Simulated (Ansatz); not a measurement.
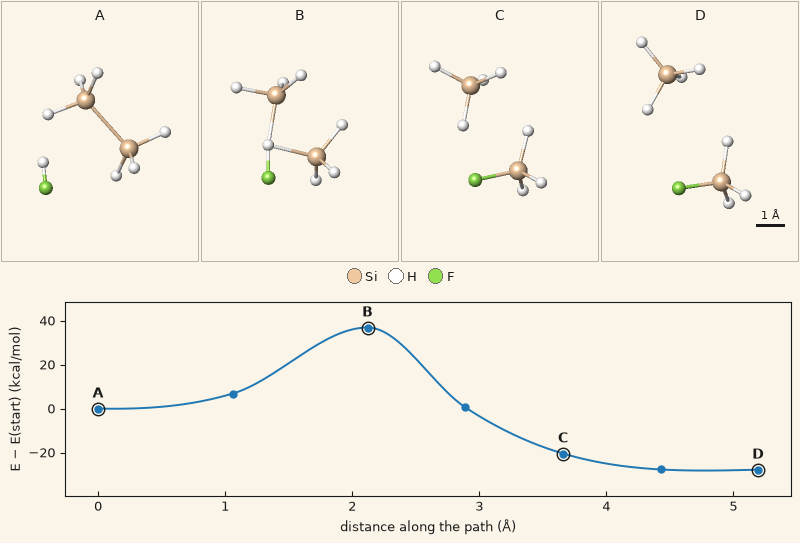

A nudged-elastic-band calculation for Si2H7F. Images are numbered from 0 (start) to 6 (end). Frames A to D are images 0, 2, 4, 6. Style: ball-and-stick. Shown at a tilt.

The calculation used Ansatz, RKS B3LYP-D4/def2-SVP. Run with 5 movable images; climbing image.

**Read off the barrier and say what moves.**

Breaking: F–H (0.93 → 3.03 Å), Si–Si (2.34 → 4.30 Å). Forming: F–Si (3.44 → 1.60 Å), H–Si (2.78 → 1.48 Å). Forward barrier 36.9 kcal/mol, backward barrier 64.7 kcal/mol, with image 2 at the top; the reaction energy is −27.8 kcal/mol. The band converged in 14 iterations. The largest component of the band force went from 7.7 to 0.018 eV/Å. The climbing image converged on the top of the path. Its curvatures weren't checked. The largest force component is 0.16 eV/Å at the start and 0.69 eV/Å at the end; an end with forces this large is no minimum, and the barrier measured from it can be far off.
